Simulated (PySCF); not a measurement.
**C3H4ClFSi: density, localisation and related maps**

```xyz
10

F    -2.4146   -0.1581   -0.1841
C    -1.0892   -0.0062   -0.2104
C    -0.3155    0.3953   -1.2207
Si    1.2658    0.2655   -0.2014
C    -0.2087   -0.2461    0.9669
Cl   -0.2282   -1.9543    1.5085
H    -0.6315    0.6783   -2.2086
H     2.1744   -0.8336   -0.4912
H     1.9184    1.5146    0.1764
H    -0.4621    0.3492    1.8419
```

Geometry: GFN2-xTB.

Computed with PBE0/pcSseg-1, SCF density, gas phase, non-relativistic (PySCF 2.14.0).

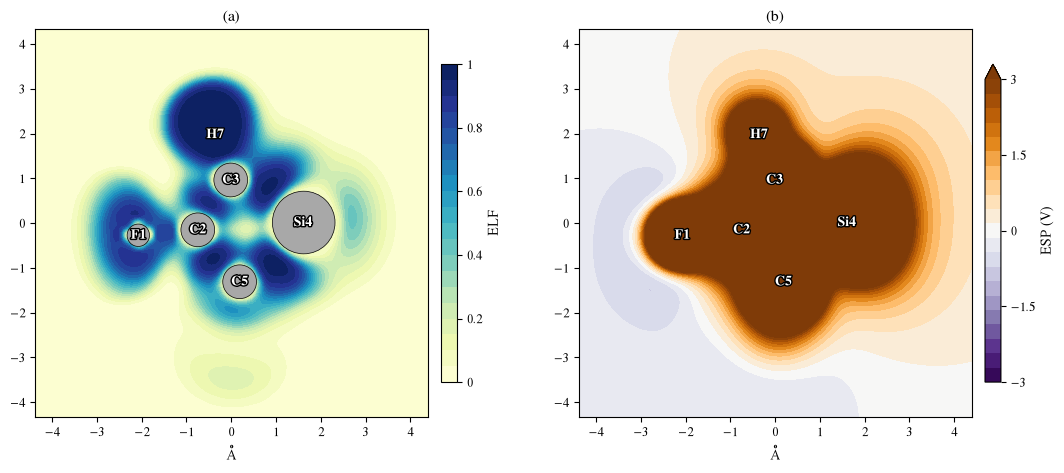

Figure 1. (a) ELF; (b) molecular electrostatic potential on the plane of atoms Si4, C3 and H7. Grey discs cover the atomic cores in the ELF map.

Question: What do the fields say about this system?

Answer:
- Atoms in the plane: F, C, Si and H.
- C–F (1.33 Å): the ELF peaks at about 0.85 between the atoms: a shared but strongly polarised pair.
- C–C (1.33 Å): the ELF peaks at about 0.90 between the atoms (a multiple bond).
- C–Si (1.89 Å): the ELF peaks at about 0.95 between the atoms; localised, covalent bonding.
- C–H (1.08 Å): the ELF climbs to about 1 towards the hydrogen, as it does in any bond to H; a covalent bond by its length.
- C–C (1.49 Å): the ELF peaks at about 0.95 between the atoms: a shared electron pair.
- The ELF also peaks beside F1, away from the bonds: lone-pair regions.
- Outside the dense part of the molecule the potential is most negative (−0.7 V) near F1.

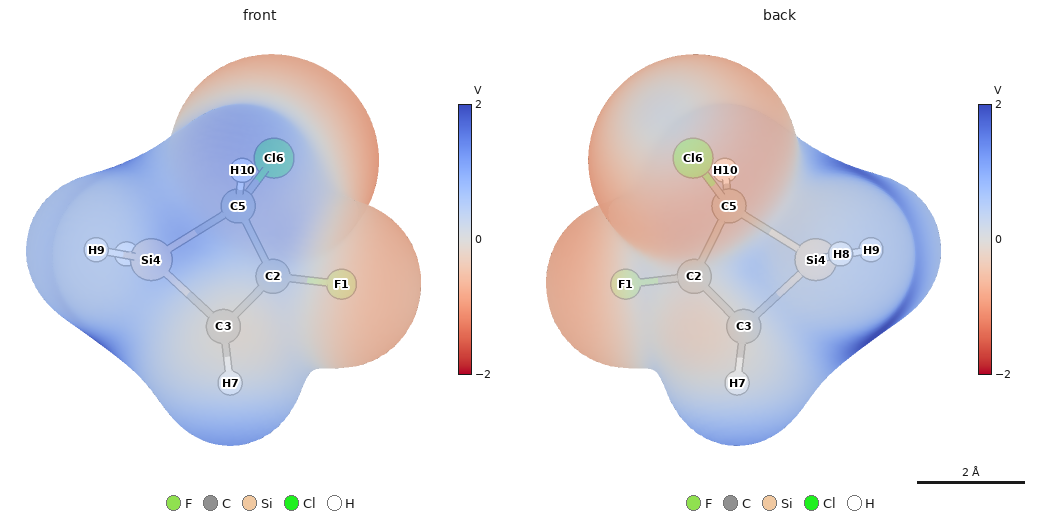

Figure 2. The molecular electrostatic potential painted on the density surface at 0.002 e/bohr³, seen from the front and from behind; red is negative and blue positive.

Question: Which sites attract a positive test charge, and which a negative one?

Answer: A positive charge is drawn to the negative regions and a negative charge to the positive ones. The most negative region (about −0.8 V) lies over Cl6, the most positive (about +1.9 V) over Si4.
